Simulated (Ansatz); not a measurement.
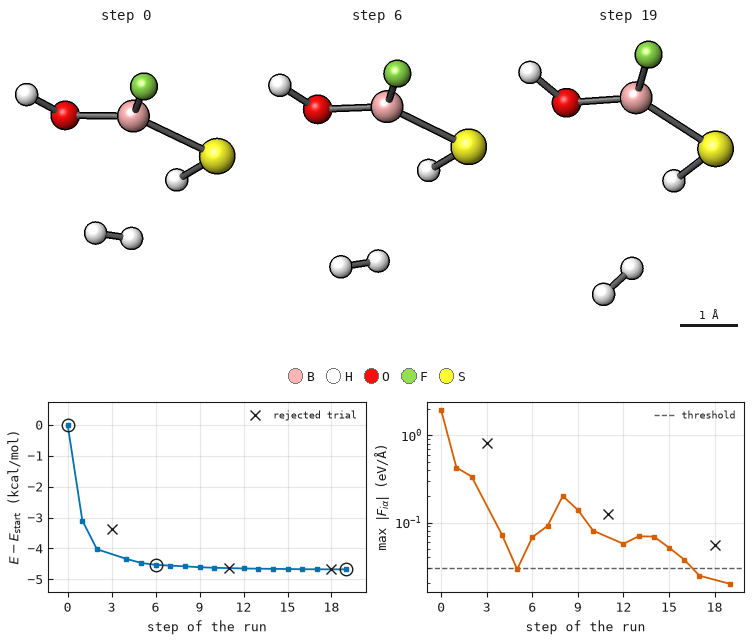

Frames of a relaxation of BH4SOF, marked on the history of the run. Style: ball-and-stick. Shown from a free direction.

The run prepares an end point of a later path (reaction) calculation, from a guessed geometry.

Method: RKS PBE-D4/def2-SVP in Ansatz.

Input
```yaml
crystal:
  periodic: [false, false, false]
  atoms:
    - { symbol: B, position_ang: [0.091106, 0.615878, -0.177555] }
    - { symbol: H, position_ang: [-0.09389, -0.580215, 1.893134] }
    - { symbol: O, position_ang: [1.33041, 0.072633, -0.286909] }
    - { symbol: H, position_ang: [1.294851, -0.820714, -0.677674] }
    - { symbol: F, position_ang: [-1.000452, -0.008932, -0.647532] }
    - { symbol: S, position_ang: [-0.147765, 2.297161, 0.594168] }
    - { symbol: H, position_ang: [1.165062, 2.423542, 0.933435] }
    - { symbol: H, position_ang: [-0.250221, 0.113947, 2.017134] }
basis:
  gaussian: { orbitals: def2-SVP }
hamiltonian:
  xc: pbe
  dispersion: d4
relax:
  f_tol: 0.03
  max_steps: 50
```

Run as
```bash
ansatz run input.yaml --threads 1 --pin off --max-ram 2048MiB --backend cpu --events-out ev --progress --plain --runs-dir out
```

**What happens along the run?**

The largest move after the best rigid fit is that of H2, 1.11 Å. Largest moves by element: H 1.11 Å, F 0.61 Å, B 0.34 Å, O 0.23 Å, S 0.16 Å. Among the contacts that change: H2–H8 0.722 → 0.770 Å, B1–S6 1.865 → 1.823 Å. After 16 accepted moves (19 points after the start) the energy has fallen by 4.67 kcal/mol. The largest force component goes from 1.9 to 0.02 eV/Å. The line search rejected the trial steps at points 3, 11, 18 of the run. The forces were under the threshold at step 5, but the run went on from there. Cost: 22 s on 1 thread of Intel(R) Xeon(R) 6975P-C (Granite Rapids), on a shared host, peak memory 0.16 GiB. From step 0 to 6: H2 moves most (0.68 Å), energy −4.53 kcal/mol. From step 6 to 19: H2 moves most (0.51 Å), energy −0.14 kcal/mol.

```csv
step,"E − E(0), kcal/mol","largest force component, eV/Å",note
0,0.00,1.9318,
1,-3.09,0.4276,
2,-4.02,0.3369,
3,-3.36,0.8113,rejected
4,-4.33,0.0723,
5,-4.47,0.0291,
6,-4.53,0.0679,
7,-4.55,0.0915,
8,-4.58,0.2013,
9,-4.61,0.1390,
10,-4.62,0.0806,
11,-4.62,0.1238,rejected
12,-4.65,0.0569,
13,-4.65,0.0696,
14,-4.66,0.0689,
15,-4.67,0.0515,
16,-4.67,0.0375,
17,-4.67,0.0245,
18,-4.67,0.0546,rejected
19,-4.67,0.0198,
```

Limits of the set-up: the start holds two separate molecules, 2.3 Å apart at their closest, whose relative position is a soft coordinate.
